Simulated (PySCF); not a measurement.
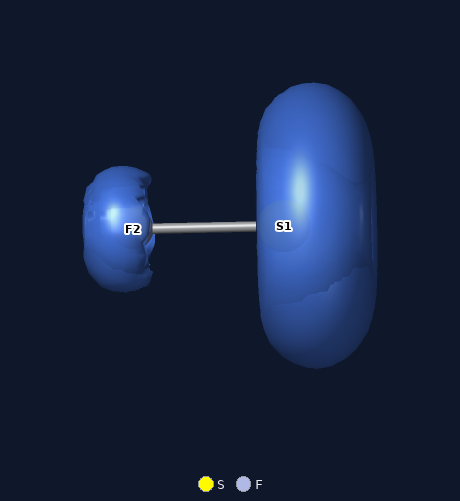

The picture shows: SF (charge +1, triplet). Isosurface of the electron localisation function at 0.85 (blue), seen from one side. Core shells and regions of very low density are left out.

Method: PBE0/def2-TZVPPD, non-relativistic Hamiltonian with scalar-relativistic core potentials where named, at a bond length of 1.507 Å (PySCF).

```xyz
2

S     0.0000    0.0000   -0.5617
F     0.0000    0.0000    0.9453
```

> What do the ELF domains correspond to?

The ELF exceeds this value in one ring or bowl of non-bonding electrons around S and one region wrapped around F (its lone pairs, merged into a ring or cap). Along the contacts the grid gives the following. S–F (1.51 Å): the ELF peaks at about 0.80 between the atoms; a shared but strongly polarised pair.
